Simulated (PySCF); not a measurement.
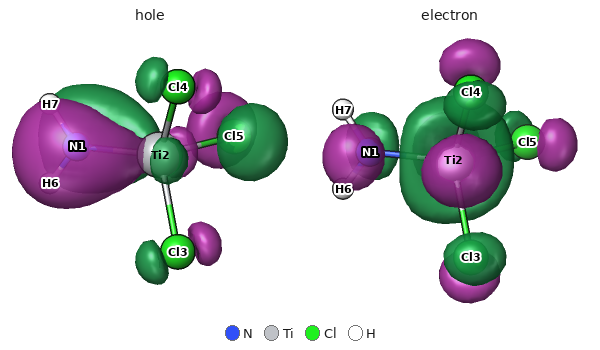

*Cl$_{3}$H$_{2}$NTi, SMILES `N[Ti](Cl)(Cl)Cl`. Leading natural transition orbital pair of T₂ (TDA triplet states); the surfaces enclose about 85 % of each orbital's density.*

PySCF calculation, B3LYP/def2-SVP, gas phase; geometry: GFN2-xTB. This is a single-reference result, which may miss multireference character in this system. No frequency check shows the geometry to be a minimum. GFN2-xTB bond lengths at metals and heavier atoms can be off by up to 0.1 Å and shapes distorted, which carries into these values. Without diffuse functions Rydberg states are missing, so the states' numbers hold for this basis only.

The calculation's input:

```python
import numpy as np
from pyscf import gto, scf, dft, tdscf
from pyscf.scf import atom_ks, atom_hf
from scipy.linalg import block_diag

def solve(mol, dm0=None, hcore=None):
    mf = (dft.UKS if mol.spin else dft.RKS)(mol, xc='b3lyp')
    mf.grids.level = 3
    mf = mf.density_fit(auxbasis='def2-universal-jkfit')
    mf.conv_tol, mf.max_cycle = 1e-8, 80
    if hcore is not None:
        mf.get_hcore = lambda *args: hcore
    mf.kernel(dm0)
    if not mf.converged:
        mf = mf.newton().run(mf.mo_coeff, mf.mo_occ, max_cycle=30)
    assert mf.converged, 'SCF not converged'
    return mf

mol = gto.M(atom='''
N     -0.00015     0.07863    -2.09842
Ti    -0.00019     0.01644    -0.28384
Cl    -1.72749     0.95410     0.53939
Cl     1.72311     0.96187     0.53929
Cl     0.00474    -1.98019     0.47009
H     -0.82785     0.08797    -2.69778
H      0.82720     0.09170    -2.69783
''', basis='def2-svp', charge=0, spin=0, verbose=4)
mf = solve(mol)
td = mf.TDA()
td.nstates, td.singlet, td.conv_tol = 5, False, 1e-5
td.kernel()
td.analyze()
x, y = np.array([p[0] for p in td.xy]), np.array([p[1] + 0 * p[0] for p in td.xy])
f, mu = np.zeros(len(td.e)), np.zeros((len(td.e), 3))
nto = [td.get_nto(state=i + 1, verbose=4) for i in range(len(td.e))]
# spherically averaged free atoms, for the promolecule
atm = atom_ks.get_atm_nrks(mol, xc='b3lyp')
pro = block_diag(*[(atm[a[0]][2] * atm[a[0]][3]) @ atm[a[0]][2].T for a in mol._atom])
np.savez('result.npz', e=td.e, f=f, ok=td.converged, w=[n[0] for n in nto], nto=[n[1] for n in nto], x=x, y=y, c=mf.mo_coeff, occ=mf.mo_occ, eps=mf.mo_energy, pro=pro, mu=mu)
```

Launched as:

```sh
OMP_NUM_THREADS=1 python input.py
```

The run took 77 s on 1 thread of Intel(R) Xeon(R) 6975P-C (Granite Rapids), with other jobs on the host, peak memory 0.6 GiB.

**What kind of excitation is it, and where does it lie?**

3.65 eV (339 nm), spin-forbidden from the singlet ground state, ligand-to-metal charge transfer; the leading pair carries 99 %; hole on N1 (60 %), Ti2 (14 %) and Cl5 (12 %), electron on Ti2 (70 %), N1 (9 %) and Cl3 and Cl4 (7 % each); their centroids lie 1.2 Å apart. In canonical orbitals it is mainly HOMO → LUMO+1 (84 %). The HOMO–LUMO gap is 5.00 eV.
